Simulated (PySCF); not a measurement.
**C₅H₆F₃ (SMILES C[C@H]1C[C]1C(F)(F)F) (doublet): density, localisation and related maps**

```yaml
atoms:
  - { symbol: C, position_ang: [-1.8068, -0.8288, 0.1661] }
  - { symbol: C, position_ang: [-0.5887, -0.1643, -0.4294] }
  - { symbol: C, position_ang: [-0.2596, 1.2684, -0.0243] }
  - { symbol: C, position_ang: [0.5832, 0.1479, 0.3952] }
  - { symbol: C, position_ang: [2.0115, -0.1008, 0.1746] }
  - { symbol: F, position_ang: [2.3603, -1.3776, 0.4008] }
  - { symbol: F, position_ang: [2.3995, 0.1619, -1.1080] }
  - { symbol: F, position_ang: [2.8019, 0.6578, 0.9513] }
  - { symbol: H, position_ang: [-1.6805, -1.9090, 0.1554] }
  - { symbol: H, position_ang: [-1.9552, -0.5050, 1.1924] }
  - { symbol: H, position_ang: [-2.6915, -0.5778, -0.4147] }
  - { symbol: H, position_ang: [-0.3942, -0.4734, -1.4547] }
  - { symbol: H, position_ang: [0.1336, 1.9838, -0.7377] }
  - { symbol: H, position_ang: [-0.9139, 1.7163, 0.7108] }
```

Geometry: GFN2-xTB.

Computed with UKS B3LYP, pcH-1 on C F H, non-relativistic, mean-field spin-orbit, GIAO (PySCF).

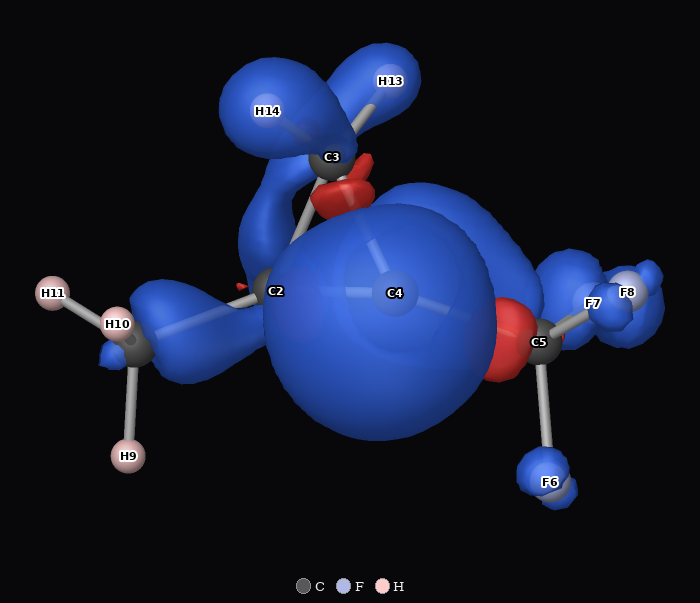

Figure 1. Isosurfaces of the spin density (α minus β) at +0.015 (blue) and −0.015 e/Å³ (red), seen across its widest extent.

> Which atoms carry the spin?

The unpaired spin (1 electron) lies mostly on C4 (about 0.7), in electrons by Hirshfeld's partition.

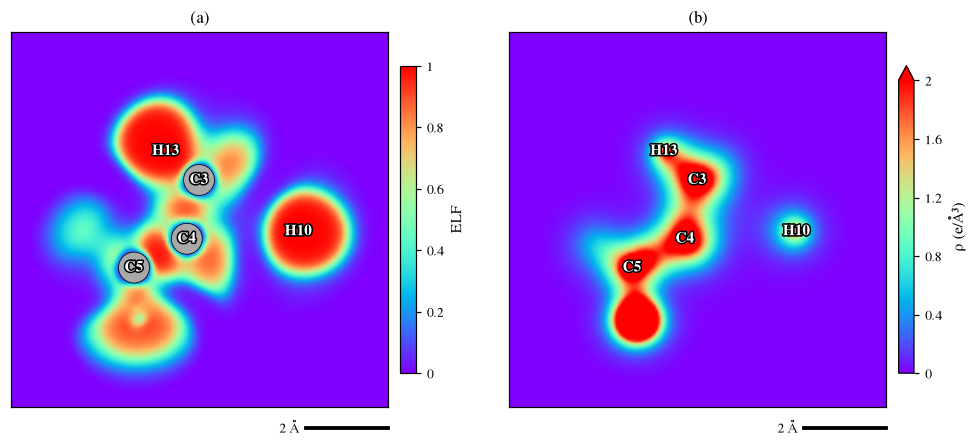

Figure 2. (a) electron localisation function; (b) electron density on the plane of atoms C3, C4 and C5. Grey discs cover the atomic cores in the ELF map.

> What does the map show?

- The section cuts through C and H sites.
- C–C (1.46 Å): ρ is about 1.7 e/Å³ halfway; the ELF peaks at about 0.85 between the atoms (localised, covalent bonding).
- C–H (1.08 Å): ρ at the midpoint is about 2 e/Å³; the ELF climbs to about 1 towards the hydrogen, as it does in any bond to H (a covalent bond by its length).
- The ELF also peaks beside F6, away from the bonds: non-bonding electrons, paired or unpaired.

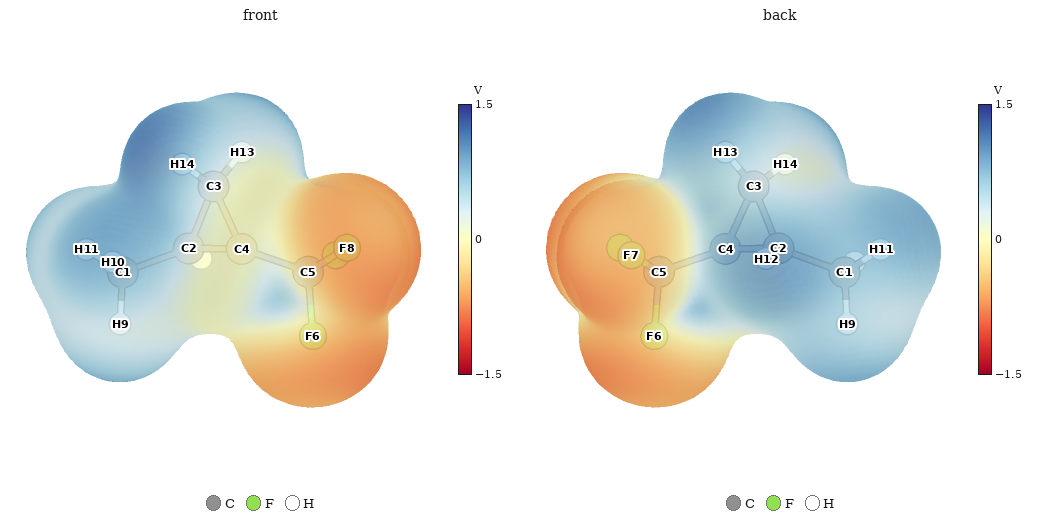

Figure 3. The electrostatic potential painted on the density surface at 0.002 e/bohr³, seen from the front and from behind; the colour scale runs from red (negative) to blue (positive).

> Which sites attract a positive test charge, and which a negative one?

A positive charge is drawn to the negative regions and a negative charge to the positive ones. The most negative region (about −0.8 V, or −18 kcal/mol for a unit charge) lies over F6, F7 and F8, the most positive (about +1.1 V, or +25 kcal/mol for a unit charge) over H14.
